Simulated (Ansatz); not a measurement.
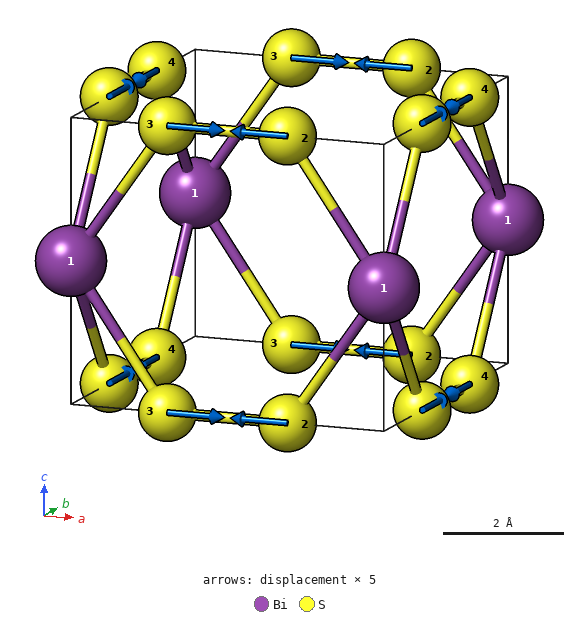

A relaxation of crystalline BiS4 (a generated structure, set up in P4/mmm) (coarse preliminary run). The starting structure is drawn; blue arrows show the displacements (the part carried along by the change of the cell is left out), 5 times their true length.

Style: ball-and-stick. Shown: the cell of the calculation, slightly off an axis.

Theory: Ansatz 0.2.0, DFT PBE, scalar-relativistic, plane waves, PAW. Settings: plane-wave cutoff 420 eV; k-point mesh 4 × 4 × 4; occupations gaussian; smearing width 0.1 eV; no spin polarisation; cell and atoms relaxed; force threshold 0.04 eV/Å; at most 70 steps.

Question: Atoms of which element are displaced furthest, and by how much?

Answer: Sulfur: up to 0.21 Å, against 0.00 Å for bismuth.

Question: What happened in the run?

Answer: After 6 accepted moves (7 points after the start) the energy has fallen by 274 meV per atom. Largest force component: 1.2 eV/Å at the start, 0.0056 eV/Å at the end. The pressure goes from 4.20 to 0.10 GPa. At 1 point the geometry stayed and the basis and grid were re-selected for the new cell (energy shift of 2.2 meV per atom at most each time). The largest moves relative to the cell, 0.21 Å, are those of S atoms. Bi stays in place. The drawn cell changes as follows: a = b 5.613 → 6.378 Å (+13.6 %), c 4.901 → 4.042 Å (−17.5 %); the volume changes by +6.5 %. Near-neighbour distances that change, for instance: S–S 2.445 → 3.075 Å, S–S 2.155 → 2.030 Å, Bi–S 2.999 → 2.969 Å. Bond angles that change, for instance: Bi–S–Bi 109.6° → 85.8°, Bi–S–S 125.2° → 137.1°. The space group stays P4/mmm (No. 123). The run took 41 s on 1 thread of Arm Neoverse V1 (shared host), peak memory 0.4 GiB.
